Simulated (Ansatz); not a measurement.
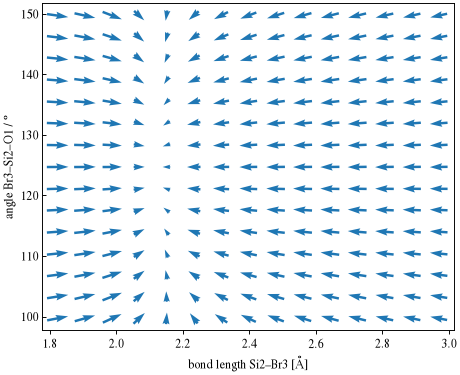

BrH2OSi, SMILES O[SiH+]Br, charge +1. First axis: bond length Si2–Br3. Second axis: angle Br3–Si2–O1. Nothing is relaxed (all other coordinates rigid). The scan uses a 15 × 15 grid. Method: RKS PBE-D4/def2-TZVP in Ansatz 0.2.0.

In the figure: arrows along the force (downhill), their lengths compressed.

**The arrows alone are given. Where is the energy lowest?**

The arrows converge at about bond length Si2–Br3 = 2.121 Å, angle Br3–Si2–O1 = 125° (read from the interpolated surface).

The energy map of the same scan:

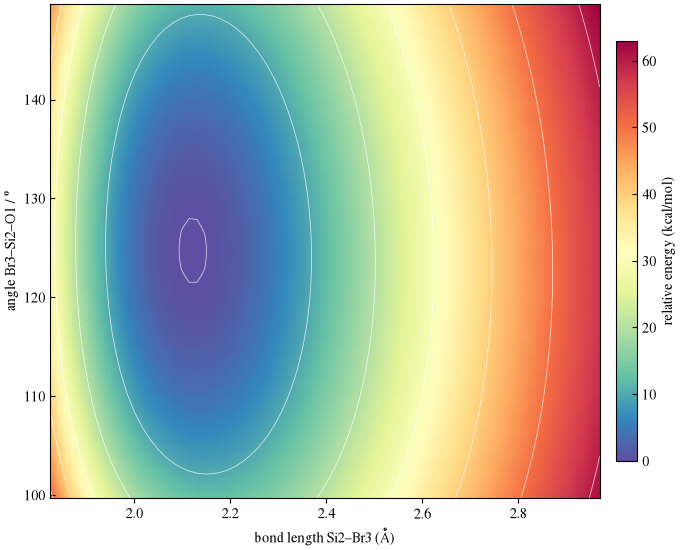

Energies are in kcal/mol, from the lowest grid point; between grid points the surface is interpolated.
